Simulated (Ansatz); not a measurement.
```
atom    x (Å)    y (Å)    z (Å)
   C   0.6132  -1.1314   1.5078
   C  -0.3503  -0.5471   0.7584
  Na  -0.1435   1.6712  -0.1838
   H   0.5478  -2.1456   1.9531
   H   0.0217   3.5513  -0.9872
   H  -1.2213  -1.2320   0.6522
   H   1.5660  -0.6261   1.7388
```

Geometry: B3LYP-D3(BJ)/def2-SVPD.

Theory: isolated molecule in a Gaussian basis; Kohn-Sham density functional theory, functional PBE0 in Ansatz.

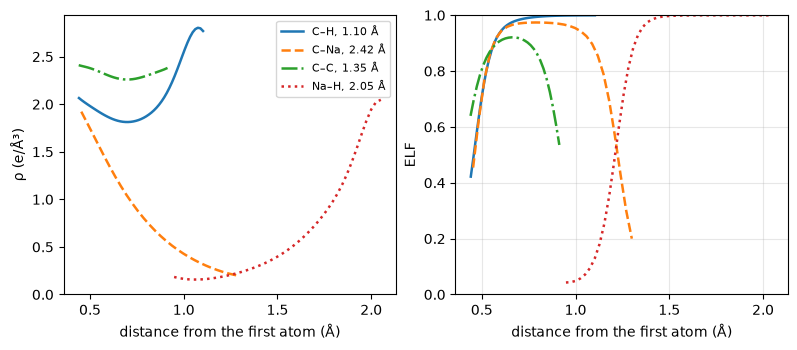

C$_{2}$H$_{4}$Na (SMILES C=[CH][NaH-]) (charge −1). Total electron density and ELF along straight lines between neighbouring atoms. The curves leave out the atomic cores.

Q: What can be read from the curves?

A: C–H (1.10 Å): the density is about 1.9 e/Å³ at the midpoint; the ELF climbs to about 1 towards the hydrogen, as it does in any bond to H: an ordinary covalent bond to hydrogen.
C–Na (2.42 Å): ρ is about 0.24 e/Å³ halfway; the ELF peaks at about 1 in the valence shell of C, 0.8 Å from its nucleus, and is about 0.55 at the midpoint.
C–C (1.35 Å): ρ is about 2.3 e/Å³ halfway; the ELF peaks at about 0.90 between the atoms (localised, covalent bonding).
Na–H (2.05 Å): the density is about 0.16 e/Å³ at the midpoint; the ELF climbs to about 1 towards the hydrogen.
